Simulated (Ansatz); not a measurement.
# HfC: response to strain

Aim: deform HfC (equal xy, yz and zx engineering shear strains of -2 %) and compute stress, forces and field gradients with LAPW, PAW and all-electron datasets made for the crystal.

Program: Ansatz 0.2.0. Level of theory: DFT PBEsol, scalar-relativistic. These are calculated values, not measurements.

### Step 1. The system as given

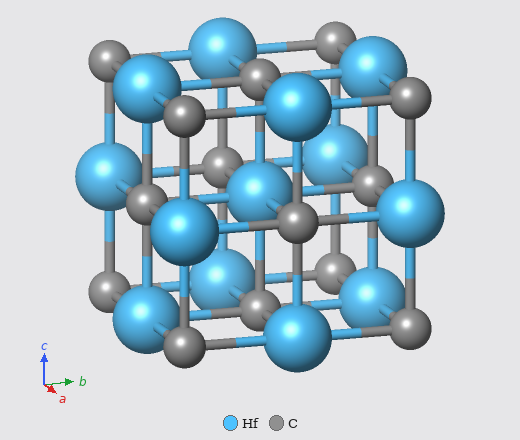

The starting structure, seen slightly off an axis (hafnium blue, carbon grey). Atoms on the faces are drawn again on the opposite ones. The cell drawn here is the conventional one.

Structure file:

```
Hf C
1.0
     0.00000    2.32500    2.32500
     2.32500    0.00000    2.32500
     2.32500    2.32500    0.00000
Hf C
1 1
Direct
  0.50000 0.50000 0.50000
  0.00000 0.00000 0.00000
```

Atoms are numbered in the order of the input: Hf1, C2.

### Step 2. The deformed structure

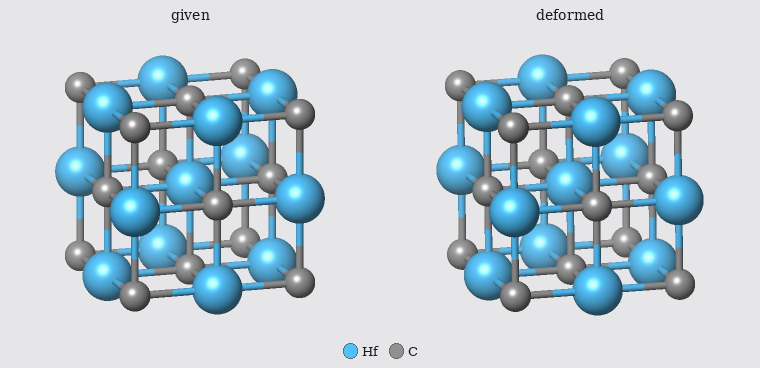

Given and deformed, at one scale.

Space group Fm-3m before, R-3m after.

### Step 3. LAPW, all electrons

The input, input.yaml:

```yaml
crystal:
  lattice:
    - [-0.0465, 2.30175, 2.30175]
    - [2.30175, -0.0465, 2.30175]
    - [2.30175, 2.30175, -0.0465]
  atoms:
    - { symbol: Hf, position: [0.5, 0.5, 0.5] }
    - { symbol: C, position: [0.0, 0.0, 0.0] }
kpoints:
  mp_grid: { grid: [15, 15, 15] }
  band_path:
    path:
      - [0.0, 0.0, 0.0]
      - [0.5, 0.5, 0.5]
      - [0.2551801333, 0.5, 0.7448198667]
      - [-0.2551801333, 0.2551801333, 0.5]
      - [0.0, 0.0, 0.5]
      - [0.0, 0.0, 0.0]
      - [-0.3775900666, 0.0, 0.3775900666]
      - [0.0, 0.3775900666, 0.6224099334]
      - [0.0, 0.5, 0.5]
    npoints: 5
scf:
  occupations: { method: fermi_dirac, width: 0.05 }
hamiltonian:
  xc: pbesol
  pseudopotentials: { kind: all_electron, lapw: { basis_error: 0.001 } }
output:
  forces: true
  stress: true
  eigenvalues: true
```

The run is started by

```bash
$ ansatz run input.yaml --threads 1 --pin off --max-ram 3072MiB --backend cpu --events-out ev --progress --plain --runs-dir out
```

Standard output, shortened:

```text
LAPW: plane waves up to 8.909 Å⁻¹, error target 1.0e-3 eV per atom; small_component_spin mean_spin; C in spheres of 0.956 Å, 6 of its electrons in bands, Dirac shells []; Hf in spheres of 1.369 Å, 42 of its electrons in bands, Dirac shells []
[...]
Pseudopotentials: kind: all_electron
Pseudopotential: Hf, LAPW, valence charge 42, Koelling and Harmon's equation, gaussian nucleus
Pseudopotential: C, LAPW, valence charge 6, Koelling and Harmon's equation, gaussian nucleus
Functional definition: PBEsol
[...]
Crystal: 2 atoms, lattice volume = 25.129 Å³
Basis set: ecut = 302.3879173984797 eV, 307 PW (Γ), exchange–correlation at level 2
Bands: 29, of which v1, the nominal top of the filled ones, is band 24 counted from 1 (23 counted from 0)
Symmetry: 12 space group operations
Space group: R-3m (ITA 166), of the structure as read, at distance tolerance 2.9e-5 Å
k-points: 344 of 3375
[...]
SCF iter   1: F=—  HF=-411163.387435 eV  |F-HF|=—  |Δ(HF+E_count)|=         —  Δρ=1.25e-1  dr2=5.52e0  ethr=1.15e-2  ⟨swp⟩=2.0  Hψ=59549  notcnv=0
[...]
the basis was enlarged: its passes take 266.9 KiB over the memory plan, 1 of 1 planned eigensolver slots
[...]
SCF iter  10: F=-411161.509820 eV  HF=-411161.509821 eV  |F-HF|=3.57e-8  |Δ(HF+E_count)|=   1.24e-7  Δρ=1.20e-5  dr2=4.00e-8  ethr=1.24e-9  ⟨swp⟩=2.3  Hψ=30288  notcnv=0
[...]
NSCF: frozen V_eff on 41 k-points
SCF converged after 10 iterations
Free energy (F): -411161.509820 eV
[...]
E sigma→0 (E₀):  -411161.508546 eV
Entropy (-TS):   -0.002550 eV (-1.275 meV/atom)
Fermi energy:    20.330148 eV
[...]
--- Forces (eV/Å), atoms counted from 1 ---
  atom   1  Hf    -0.00000000     0.00000000    -0.00000000
  atom   2  C      0.00000000    -0.00000000     0.00000000
[...]
--- Stress (GPa, compression-positive) ---
       -6.432644       3.214092       3.214092
        3.214092      -6.432644       3.214092
        3.214092       3.214092      -6.432644
  P = ⅓ Tr σ = -6.4326 GPa (-64.326 kbar)
--- Band table (eV; the first three rows and the last of 344) ---
[...]
```

Run time: 92 s. Hardware: 1 thread of Arm Neoverse V1, shared host; peak memory 0.95 GiB.

Read from it: pressure -6.43 GPa; no gap.

### Step 4. Frozen-core PAW

The input, input.yaml:

```yaml
crystal:
  lattice:
    - [-0.0465, 2.30175, 2.30175]
    - [2.30175, -0.0465, 2.30175]
    - [2.30175, 2.30175, -0.0465]
  atoms:
    - { symbol: Hf, position: [0.5, 0.5, 0.5] }
    - { symbol: C, position: [0.0, 0.0, 0.0] }
kpoints:
  mp_grid: { grid: [15, 15, 15] }
scf:
  occupations: { method: fermi_dirac, width: 0.05 }
hamiltonian:
  xc: pbesol
  pseudopotentials: { kind: paw }
output:
  forces: true
  stress: true
  eigenvalues: true
  efg: { contact_densities: true }
  write_density: true
  write_potential: true
  elf: true
  volumetric_format: npy
```

The run is started by

```bash
$ ansatz run input.yaml --threads 1 --pin off --max-ram 3072MiB --backend cpu --events-out ev --progress --plain --runs-dir out
```

Standard output, shortened:

```text
Hf: output.efg is read without spin–orbit coupling, which moves field gradients at and beside such atoms by some per cent and up to a factor of two; PAW files take it under magnetization.noncollinear and magnetization.spin_orbit
[...]
Pseudopotentials: kind: paw
Pseudopotential: Hf, paw, valence charge 26, recommended cutoff 420 eV (normal)
Pseudopotential: C, paw, valence charge 4, recommended cutoff 420 eV (normal)
[... 1 set-up line as earlier in the session ...]
[...]
Crystal: 2 atoms, lattice volume = 25.129 Å³
Basis set: ecut = 420 eV, 525 PW (Γ), exchange–correlation on 48×48×48 points (8 copies of the dense FFT grid, shifted against one another)
Bands: 19, of which v1, the nominal top of the filled ones, is band 15 counted from 1 (14 counted from 0)
[... 2 set-up lines as earlier in the session ...]
k-points: 344 of 3375
[...]
  atom   1  Hf    -0.00000000     0.00000000     0.00000000
  atom   2  C     -0.00000000     0.00000000     0.00000000
[...]
--- Stress (GPa, compression-positive) ---
       -6.480123       3.214459       3.214459
        3.214459      -6.480123       3.214459
        3.214459       3.214459      -6.480123
  P = ⅓ Tr σ = -6.4801 GPa (-64.801 kbar)
--- PAW observables at the nuclei: V_zz in 10²¹ V/m², potentials from the cell's mean, atoms counted from 1 ---
  atom   1  Hf V_zz =    +0.680869   η = 0.0000   by run symmetry: allowed
            electrostatic potential = -14184.630375 V   contact ρ = 7519033.299386 e/Å³
  atom   2  C  V_zz =    +0.071063   η = 0.0000   by run symmetry: allowed
            electrostatic potential = -427.143021 V   contact ρ = 862.026906 e/Å³
--- Band table (eV; the first three rows and the last of 344) ---
  k-point 0: bands = ["-41.0868", "-9.5526", "-9.5526", "-9.5289", "7.6740", "8.9388", "8.9465", "8.9465", "8.9540", "9.0303", "9.0303", "9.0306", "20.9915", "20.9915", "21.1444", "21.1444", "21.1817", "21.5784", "23.3293"]
[...]
```

Wall time 14 s (1 thread of Arm Neoverse V1, shared host); peak memory 0.47 GiB.

Read from it: pressure -6.48 GPa; no gap; Vzz Hf1 0.68 (η = 0.00), C2 0.07 (η = 0.00) (10²¹ V/m²).

The fields are shown in the conventional cell of this run's space group, carried over from its grid by interpolation.

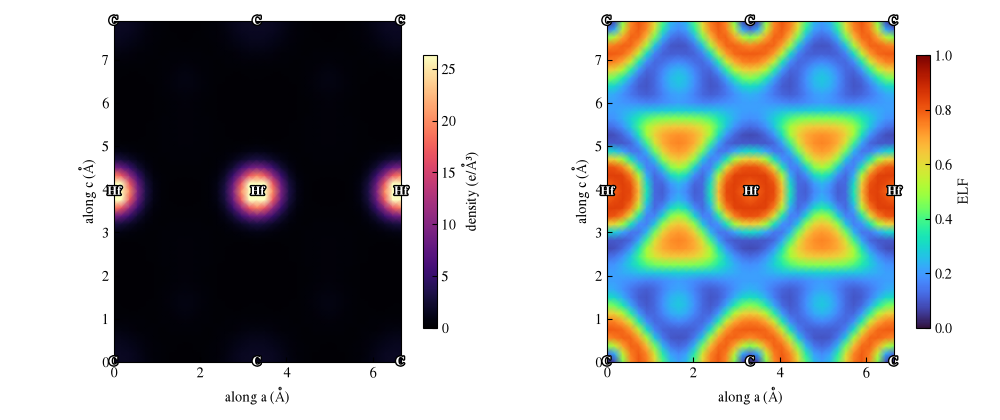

Density (left) and ELF (right) in a lattice plane of the grid's cell (edges 3.32 and 7.89 Å, at 0.000 of the third edge), which holds Hf and C. Only atoms in the plane are labelled; the density scale stops at 26.31 e/Å³. Both are smooth fields of the valence electrons: close to the nuclei they are not physical.

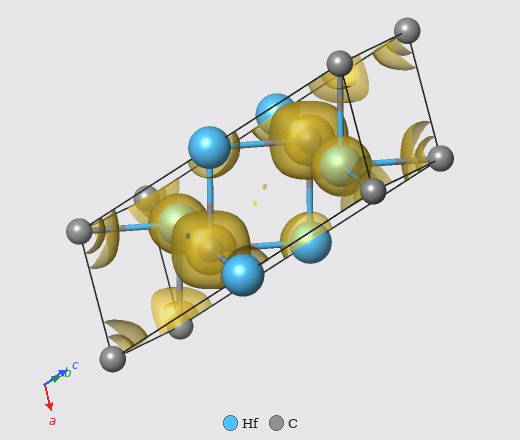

Surface of ELF = 0.74, drawn in one cell.

Outside the cores ELF peaks at 0.80 in the shell around C, 0.7 Å from C.

### Step 5. All-electron PAW on datasets made for the crystal

Changes to input.yaml since step 4:

```diff
@@ -14,3 +14,3 @@
   xc: pbesol
-  pseudopotentials: { kind: paw }
+  pseudopotentials: { kind: all_electron, datasets: crystal }
 output:
@@ -20,5 +20 @@
   efg: { contact_densities: true }
-  write_density: true
-  write_potential: true
-  elf: true
-  volumetric_format: npy
```

The run is started by

```bash
$ ansatz run input.yaml --threads 1 --pin off --max-ram 3072MiB --backend cpu --events-out ev --progress --plain --runs-dir out
```

Standard output, shortened:

```text
[...]
Hf: output.efg is read without spin–orbit coupling, which moves field gradients at and beside such atoms by some per cent and up to a factor of two; PAW files take it under magnetization.noncollinear and magnetization.spin_orbit
[...]
[... 1 set-up line as earlier in the session ...]
Pseudopotential: Hf, paw, valence charge 26, recommended cutoff 400 eV (normal), Koelling and Harmon's equation, gaussian nucleus
Pseudopotential: C, paw, valence charge 4, recommended cutoff 400 eV (normal), Koelling and Harmon's equation, gaussian nucleus
[... 1 set-up line as earlier in the session ...]
[...]
Crystal: 2 atoms, lattice volume = 25.129 Å³
Basis set: ecut = 400 eV, 447 PW (Γ), exchange–correlation on 48×48×48 points (8 copies of the dense FFT grid, shifted against one another)
Bands: 19, of which v1, the nominal top of the filled ones, is band 15 counted from 1 (14 counted from 0)
[... 1 set-up line as earlier in the session ...]
[...]
  atom   1  Hf     0.00000000    -0.00000000     0.00000000
  atom   2  C      0.00000000     0.00000000     0.00000000
[...]
--- Stress (GPa, compression-positive) ---
       -6.435584       3.214253       3.214253
        3.214253      -6.435584       3.214253
        3.214253       3.214253      -6.435584
  P = ⅓ Tr σ = -6.4356 GPa (-64.356 kbar)
--- PAW observables at the nuclei: V_zz in 10²¹ V/m², potentials from the cell's mean, atoms counted from 1 ---
  atom   1  Hf V_zz =    +0.643878   η = 0.0000   by run symmetry: allowed
            electrostatic potential = -14181.935030 V   contact ρ = 7515520.250778 e/Å³
  atom   2  C  V_zz =    +0.075547   η = 0.0000   by run symmetry: allowed
            electrostatic potential = -426.392809 V   contact ρ = 862.174662 e/Å³
--- Band table (eV; the first three rows and the last of 344) ---
  k-point 0: bands = ["-40.7327", "-9.1965", "-9.1965", "-9.1726", "8.0283", "9.2874", "9.2944", "9.2944", "9.3018", "9.3784", "9.3784", "9.3785", "21.3509", "21.3509", "21.4981", "21.4981", "21.5409"]
[...]
```

It took 49 s on 1 thread of Arm Neoverse V1, shared host; peak memory 0.93 GiB.

Result: pressure -6.44 GPa; no gap; Vzz Hf1 0.64 (η = 0.00), C2 0.08 (η = 0.00) (10²¹ V/m²).

### Step 6. Side by side

Stress (GPa, compression positive):

```csv
method,xx,yy,zz,yz,xz,xy
LAPW,-6.43,-6.43,-6.43,3.21,3.21,3.21
PAW,-6.48,-6.48,-6.48,3.21,3.21,3.21
crystal datasets,-6.44,-6.44,-6.44,3.21,3.21,3.21
```

```
          method  pressure (GPa)  Vzz Hf1 (10²¹ V/m²)  Vzz C2 (10²¹ V/m²)  SCF cycles, all passes
            LAPW           -6.43                    –                   –                      10
             PAW           -6.48                 0.68                0.07                       7
crystal datasets           -6.44                 0.64                0.08                      10
```

### Step 7. Results

```
                                 quantity                                              value
                                 pressure  LAPW -6.43, PAW -6.48, crystal datasets -6.44 GPa
largest shear or deviatoric stress (LAPW)                                           3.21 GPa
```

In words: The largest part of the stress beyond the pressure is 3.21 GPa in size; the atoms are carried along and not relaxed. No run of the undeformed cell stands beside it, so the pressure holds what the given cell had before the change. PAW: stress within 0.05 GPa of LAPW. Crystal datasets: stress within 0.01 GPa of LAPW. Spin-orbit coupling is left out, though the cell holds Hf; in elements this heavy it can shift bands and gaps by tenths of an eV.
